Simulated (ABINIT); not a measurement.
# WSe2 (P6_3/mmc): G0W0 with ABINIT, start to end, part 2 of 2

Aim: the G0W0 gap of WSe2 (P6_3/mmc) on PBE, step by step.

ABINIT 10.8.3; PBE and many-body steps on it, plane waves. Known limits of the many-body steps: not at the basis limit; no spin-orbit coupling; coarse k mesh.

So far. Step 2 (Ground state): The gap is indirect, with the least direct gap 0.55 eV higher. Step 3 (Empty states on the mesh, 3×3×1 mesh, 143 bands): On this mesh the gap is 1.330 eV. The earlier step found 0.978 eV, so this mesh misses an edge.

The database entry behind the starting cell differs from later determinations by our own check (a about 0.2 % long), so it need not match the best structure at ambient conditions.

## Step 4: Screening, 3×3×1 mesh, 131 bands, screening to 87.1 eV

The RPA dielectric matrix is built and inverted for each q.

This step: RPA screening on PBE, plane waves, norm-conserving pseudopotentials.

run.abi reads:

```
acell 3*1.0 Angstrom
rprim 
  3.290000000028 -0.000000000007 0.000000000000
  -1.645000000008 2.849223578479 0.000000000000
  0.000000000000 0.000000000000 12.970000000000
ntypat 2
znucl 74 34
natom 6
typat 1 1 2 2 2 2
xred 
  0.333333333333 0.666666666667 0.250000000000
  0.666666666667 0.333333333333 0.750000000000
  0.333333333333 0.666666666667 0.621000000000
  0.666666666667 0.333333333333 0.121000000000
  0.333333333333 0.666666666667 0.879000000000
  0.666666666667 0.333333333333 0.379000000000
pp_dirpath "pseudos"
pseudos "W.upf, Se.upf"
ecut 58
ngkpt 3 3 1
nshiftk 1
shiftk 0 0 0
kptopt 1
chksymbreak 0
istwfk *1
occopt 1
irdwfk 1
optdriver 3
nband 131
ecuteps 3.2
inclvkb 2
awtr 1
symchi 1
indata_prefix "in"
outdata_prefix "out"
tmpdata_prefix "tmp"
```

The run is started by

```
$ OMP_NUM_THREADS=1 mpirun -n 4 abinit run.abi > log
```

Numbers of over 12 decimals in the logs are rounded to 6 here.

The log of the run:

```text
.Version 10.8.3 of ABINIT. v10.8.2 released Aug 2026.

 Symmetries : space group P6_3/m m c (#194); Bravais hP (primitive hexag.)
[... echo of the input left out ...]
== DATASET  1 ==================================================================
-   mpi_nproc: 4, omp_nthreads: 1 (-1 if OMP is not activated)

--- !DatasetInfo
iteration_state: {dtset: 1, }
dimensions: {natom: 6, nkpt: 3, mband: 131, nsppol: 1, nspinor: 1, nspden: 1, mpw: 17365, }
cutoff_energies: {ecut:  58.0, pawecutdg:  -1.0, }
electrons: {nelect:   1.24000000E+02, charge:   0.00000000E+00, occopt:   1.00000000E+00, tsmear:   1.00000000E-02, }

 SCREENING: Calculation of the susceptibility and dielectric matrices

 Based on a program developped by R.W. Godby, V. Olevano, G. Onida, and L. Reining.
 Incorporated in ABINIT by V. Olevano, G.-M. Rignanese, and M. Torrent.
.Using double precision arithmetic ; gwpc =  8

[... cell and pseudopotentials left out ...]
--------------------------------------------------------------------------------

 ==== K-mesh for the wavefunctions ====
 Number of points in the irreducible wedge :     3
[... list of points left out ...]
 Together with 24 symmetry operations and time-reversal symmetry
 yields     9 points in the full Brillouin Zone.

 ==== Q-mesh for the screening function ====
 Number of points in the irreducible wedge :     3
[... list of points left out ...]
 Together with 24 symmetry operations and time-reversal symmetry
 yields     9 points in the full Brillouin Zone.

 setmesh: FFT mesh size selected  =    24x   24x  108
          total number of points  =        62208

 vcoul_init : cutoff-mode = AUXILIARY_FUNCTION
 q-points for optical limit:   1
     1)      0.000010    0.000020    0.000030

- screening: taking advantage of time-reversal symmetry
- Maximum band index for partially occupied states nbvw = 62
- Remaining bands to be divided among processors   nbcw = 69
- Number of bands treated by each node ~17

 Number of electrons calculated from density =  124.0000; Expected =  124.0000
 average of density, n =  0.151134
 r_s =    1.1646
 omega_plasma =   37.5005 [eV]

 calculating chi0 at frequencies [eV] :
  1    0.000000E+00    0.000000E+00
  2    0.000000E+00    3.750049E+01

--------------------------------------------------------------------------------
  q-point number  1        q = ( 0.000000, 0.000000, 0.000000) [r.l.u.]
--------------------------------------------------------------------------------
[... chi0 elements left out ...]
 For q-point:  0.000010 0.000020 0.000030
  dielectric constant =  19.0637
  dielectric constant without local fields =  20.9940

  Average fulfillment of the sum rule on Im[epsilon] for q-point    1 :     34.81  [%]
[... wings left out ...]
  q-point number  2        q = ( 0.333333, 0.000000, 0.000000) [r.l.u.]
--------------------------------------------------------------------------------
[... chi0 elements left out ...]
  Average fulfillment of the sum rule on Im[epsilon] for q-point    2 :     32.14  [%]

 [... 1 further q-points ...]
```

The job ended after 85 s (4 MPI ranks of Arm Neoverse V1, shared host; peak memory 2.4 GiB).

Numbers from this step:

| Item | Value |
| --- | --- |
| ε∞ with local fields, on this mesh, along the program's q direction | 19.06 |
| the same without local fields | 20.99 |
| plasma frequency | 37.50 eV |
| plane waves in the screening matrix | 229 |

Local fields lower ε∞ by 9 %. On a Γ-centred mesh this coarse the value itself is usually too large, while a short band sum pulls it down.

## Step 5: Self-energy, 3×3×1 mesh, 131 bands, screening to 87.1 eV

The self-energy is evaluated for the states that the input lists, and the levels follow from it, in one-shot runs by the linearised quasiparticle equation.

This step: G0W0 on PBE, plane waves, norm-conserving pseudopotentials.

run.abi, as its differences from that of step 4:

```diff
@@ -27,8 +27,17 @@
 irdwfk 1
-optdriver 3
+optdriver 4
 nband 131
+gwcalctyp 0
+ecutsigx 58
+symsigma 1
+nkptgw 2
+kptgw 
+  0.0000000000 0.0000000000 0.0000000000
+  0.3333333333 0.3333333333 0.0000000000
+bdgw 
+  61 64
+  61 64
 ecuteps 3.2
-inclvkb 2
-awtr 1
-symchi 1
+irdscr 1
+ppmodel 1
 indata_prefix "in"
```

The log of the run:

```text
.Version 10.8.3 of ABINIT. v10.8.2 released Aug 2026.

 Symmetries : space group P6_3/m m c (#194); Bravais hP (primitive hexag.)
[... echo of the input left out ...]
== DATASET  1 ==================================================================
-   mpi_nproc: 4, omp_nthreads: 1 (-1 if OMP is not activated)

--- !DatasetInfo
iteration_state: {dtset: 1, }
dimensions: {natom: 6, nkpt: 3, mband: 131, nsppol: 1, nspinor: 1, nspden: 1, mpw: 17365, }
cutoff_energies: {ecut:  58.0, pawecutdg:  -1.0, }
electrons: {nelect:   1.24000000E+02, charge:   0.00000000E+00, occopt:   1.00000000E+00, tsmear:   1.00000000E-02, }

 SIGMA: Calculation of the GW corrections

 Based on a program developped by R.W. Godby, V. Olevano, G. Onida, and L. Reining.
 Incorporated in ABINIT by V. Olevano, G.-M. Rignanese, and M. Torrent.
.Using double precision arithmetic ; gwpc =  8

[... cell and pseudopotentials left out ...]
--------------------------------------------------------------------------------

 ==== K-mesh for the wavefunctions ====
 Number of points in the irreducible wedge :     3
[... list of points left out ...]
 Together with 24 symmetry operations and time-reversal symmetry
 yields     9 points in the full Brillouin Zone.

 ==== Q-mesh for screening function ====
 Number of points in the irreducible wedge :     3
[... list of points left out ...]
 Together with 24 symmetry operations and time-reversal symmetry
 yields     9 points in the full Brillouin Zone.

 vcoul_init : cutoff-mode = AUXILIARY_FUNCTION
 q-points for optical limit:   1
     1)      0.000010    0.000020    0.000030
 setmesh: FFT mesh size selected  =    40x   40x  180
          total number of points  =       288000

 Number of electrons calculated from density =  124.0000; Expected =  124.0000
 average of density, n =  0.151134
 r_s =    1.1646
 omega_plasma =   37.5005 [eV]

 === KS Band Gaps ===
  >>>> For spin  1
   Minimum direct gap =   1.5238 [eV], located at k-point      :   0.3333  0.3333  0.0000
   Fundamental gap    =   1.3302 [eV], Top of valence bands at :   0.0000  0.0000  0.0000
                                       Bottom of conduction at :   0.3333  0.3333  0.0000
 SIGMA fundamental parameters:
 PLASMON POLE MODEL  1
 number of plane-waves for SigmaX                17365
 number of plane-waves for SigmaC and W            229
 number of plane-waves for wavefunctions         17365
 number of bands                                   131
 number of independent spin polarizations            1
 number of spinorial components                      1
 number of k-points in IBZ                           3
 number of q-points in IBZ                           3
 number of symmetry operations                      24
 number of k-points in BZ                            9
 number of q-points in BZ                            9
 number of frequencies for dSigma/dE                 9
 frequency step for dSigma/dE [eV]                0.25
 number of omega for Sigma on real axis              0
 max omega for Sigma on real axis  [eV]           0.00
 zcut for avoiding poles [eV]                     0.10

 EPSILON^-1 parameters (SCR file):
 dimension of the eps^-1 matrix on file            229
 dimension of the eps^-1 matrix used               229
 number of plane-waves for wavefunctions         17365
 number of bands                                   131
 number of q-points in IBZ                           3
 number of frequencies                               2
 number of real frequencies                          1
 number of imag frequencies                          1

 matrix elements of self-energy operator (all in [eV])

 Perturbative Calculation

--- !SelfEnergy_ee
iteration_state: {dtset: 1, }
kpoint     : [   0.000,    0.000,    0.000, ]
spin       : 1
KS_gap     :    2.641
QP_gap     :    3.140
Delta_QP_KS:    0.499
data: !SigmaeeData |
     Band     E0 <VxcDFT>   SigX SigC(E0)      Z dSigC/dE  Sig(E)    E-E0       E
       61   8.758 -14.826 -17.379   2.716   0.806  -0.241 -14.694   0.132   8.889
       62   9.827 -16.046 -16.694   1.431   0.798  -0.253 -15.421   0.624  10.451
       63  12.468 -15.994 -11.310  -3.287   0.804  -0.244 -14.871   1.123  13.592
       64  12.468 -15.994 -11.310  -3.287   0.804  -0.244 -14.871   1.123  13.592

--- !SelfEnergy_ee
iteration_state: {dtset: 1, }
kpoint     : [   0.333,    0.333,    0.000, ]
spin       : 1
KS_gap     :    1.524
QP_gap     :    2.142
Delta_QP_KS:    0.618
data: !SigmaeeData |
     Band     E0 <VxcDFT>   SigX SigC(E0)      Z dSigC/dE  Sig(E)    E-E0       E
       61   9.388 -14.952 -16.073   1.714   0.797  -0.255 -14.480   0.473   9.860
       62   9.634 -15.594 -16.603   1.711   0.796  -0.256 -15.034   0.560  10.193
       63  11.158 -16.260 -11.196  -3.581   0.794  -0.259 -15.082   1.178  12.336
       64  11.158 -16.260 -11.196  -3.581   0.794  -0.259 -15.082   1.178  12.336

== END DATASET(S) ==============================================================
================================================================================

 -outvars: echo values of variables after computation  --------
           etotal      0.0000000000E+00
            nband         131
             nkpt           3
          spgroup         194
 [... the other variables as echoed above ...]

 Calculation completed.
```

It took 13 s on 4 MPI ranks; peak memory 1.9 GiB.

Numbers from this step:

| Quantity | Value |
| --- | --- |
| G0W0 gap on the points computed | 1.885 eV |
| starting gap on the mesh | 1.330 eV |
| k of the valence top | 0, 0, 0 |
| k of the conduction bottom | 0.3333, 0.3333, 0 |
| Z at the valence top | 0.798 |
| Z at the conduction bottom | 0.794 |
| least direct G0W0 gap on the computed points | 2.143 eV |

The gap on the mesh goes from 1.33 eV to 1.88 eV, a correction of +0.55 eV. The start differs from the 0.98 eV found before because the two sample other k points.

Limits: finite bands, cutoff and mesh; no spin-orbit coupling; coarse k mesh. v1 is the top filled band, c1 the lowest empty one. Levels before and after the correction, in eV, zero at the valence-band top of each column:

|  | conduction bottom | valence top |
| --- | --- | --- |
| Kohn-Sham | 1.33 | 0.00 |
| G0W0 | 1.89 | 0.00 |

|  | level | energy (eV) |
| --- | --- | --- |
| Kohn-Sham | Γ v2 | -1.070 |
| Kohn-Sham | Γ v1 | 0.000 |
| Kohn-Sham | Γ c1-c2 | 2.641 |
| Kohn-Sham | (0.333 0.333 0) v2 | -0.440 |
| Kohn-Sham | (0.333 0.333 0) v1 | -0.194 |
| Kohn-Sham | (0.333 0.333 0) c1-c2 | 1.330 |
| G0W0 | Γ v2 | -1.562 |
| G0W0 | Γ v1 | 0.000 |
| G0W0 | Γ c1-c2 | 3.141 |
| G0W0 | (0.333 0.333 0) v2 | -0.591 |
| G0W0 | (0.333 0.333 0) v1 | -0.258 |
| G0W0 | (0.333 0.333 0) c1-c2 | 1.885 |

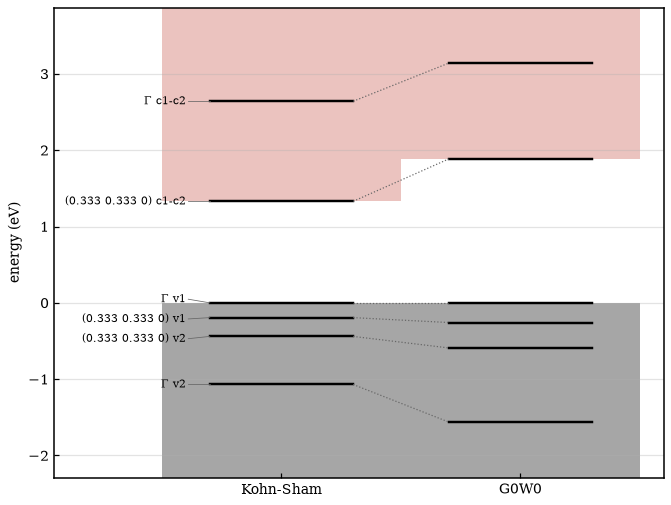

Levels before and after the correction. Shaded: valence and conduction bands.

## Step 6: Where the time went

Times are wall times on the hardware named with each run, good to a factor of about two.

| step | time | share | memory (GiB) |
| --- | --- | --- | --- |
| ground state | 5.3 min | 59 % | 0.92 |
| empty states on the mesh | 2.1 min | 23 % | 0.41 |
| screening | 85 s | 16 % | 2.4 |
| self-energy | 13 s | 2 % | 1.9 |

## Step 7: What came out

| Quantity | Value |
| --- | --- |
| PBE gap | 0.98 eV, indirect |
| G0W0 gap on the mesh | 1.88 eV |
| G0W0 gap over the zone (rigid shift) | 1.53 eV |
| GW settings | 3×3×1 mesh, 131 bands, screening to 87.1 eV, Godby-Needs plasmon pole |
| known limits | not at the basis limit; no spin-orbit coupling; coarse k mesh |

In words: G0W0 moves the gap on the mesh from 1.33 eV to 1.88 eV (+0.55 eV), with Z of 0.80 and 0.79 at the edges. The mesh misses the band edges by 0.35 eV in all; a rigid shift gives 1.53 eV for the zone. Local fields lower the RPA ε∞ on this mesh from 20.99 to 19.06; a Γ-centred mesh this coarse tends to raise both, most where the direct gap is narrow, while a short band sum lowers them. Only 2 of the mesh's irreducible points were corrected, so a valley elsewhere could overtake. The dearest step here is «ground state». Bands and cutoff are finite, so the gap is not at the basis limit. The miss can reach some tenths of an eV and take either sign; the mesh is an error of its own. In the G0W0 run levels were corrected at 2 k points alone, so a gap called «on the mesh» is the least over those, and an edge elsewhere would be missed. A denser mesh or path gives a starting gap of 0.98 eV: the GW mesh misses a band edge, so its gaps are not the fundamental one. The 3×3×1 mesh is coarse for this cell, which bears on the long-range parts of exchange and screening. The many-body steps are scalar-relativistic: spin-orbit coupling is not in them.

[Paths, hosts, dates, memory and timing lines, banners, echoed tables and standing remarks are left out of the program output.]

[Logs are printed without paths, hosts, clocks, repeated set-up lines and the standing remarks that a program may print on its own settings, such as how far it seeks lower states.]

[Runs of the session that timed out or met a known fault of the program may be left out.]

[Hosts, paths, dates, database ids (printed as entryN), source tags and the programs' standing remarks are cut or masked in the printed files.]

[G0W0 gaps are taken among the corrected bands and points alone; a level outside them can change the order at an edge.]

[Where Ansatz stands beside ABINIT at settings called matched, ABINIT's density can come from a denser mesh and the files from another edition; pairs whose starting gaps differed by over 0.03 eV were left out, so agreement reads better than it is.]
